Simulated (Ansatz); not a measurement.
C4H2Li (SMILES C#[C][Li-][C]#C) (charge −1)

Input

```
crystal:
  periodic: [false, false, false]
  atoms:
    - {symbol: C, position_ang: [0.000000, 0.000000, -3.272850]}
    - {symbol: C, position_ang: [0.000000, 0.000000, -2.031855]}
    - {symbol: C, position_ang: [0.000000, 0.000000, 2.031855]}
    - {symbol: C, position_ang: [0.000000, 0.000000, 3.272850]}
    - {symbol: Li, position_ang: [0.000000, 0.000000, 0.000000]}
    - {symbol: H, position_ang: [0.000000, 0.000000, -4.348324]}
    - {symbol: H, position_ang: [0.000000, 0.000000, 4.348324]}
basis:
  gaussian:
    orbitals: def2-TZVPD
hamiltonian:
  xc: {name: PBE0}
output: {forces: true, orbitals: {seedname: orbitals}}
total_charge: -1
```

Run with:

```sh
ansatz run input.yaml --threads 2 --pin off --max-ram 4350MiB --events-out events.jsonl --progress --plain --runs-dir runs
```

Geometry: r2SCAN-D4/def2-SVPD.

Computed with Ansatz, isolated molecule in a Gaussian basis; Kohn-Sham density functional theory, functional PBE0.

**What can the converged electron density and electron localisation function tell about the bonding?**

C–C (1.24 Å): ρ at the midpoint is about 2.7 e/Å³; the ELF peaks at about 0.90 between the atoms: a multiple bond.
C–Li (2.03 Å): the density is about 0.43 e/Å³ at the midpoint; the ELF peaks at about 1 in the valence shell of C, 0.7 Å from its nucleus, and is about 0.90 at the midpoint.
C–H (1.08 Å): ρ is about 2 e/Å³ halfway; the ELF climbs to about 1 towards the hydrogen, as it does in any bond to H; an ordinary covalent bond to hydrogen.

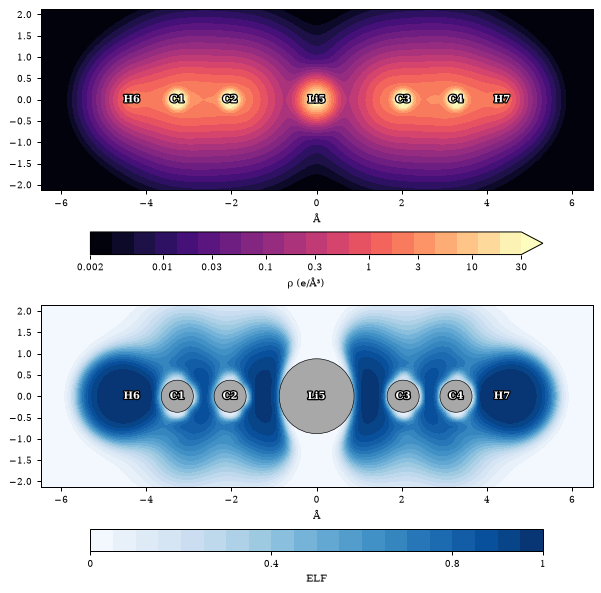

Computed electron density and electron localisation function on a plane that holds the molecular axis, in this order. Grey discs cover the atomic cores in the ELF map. 
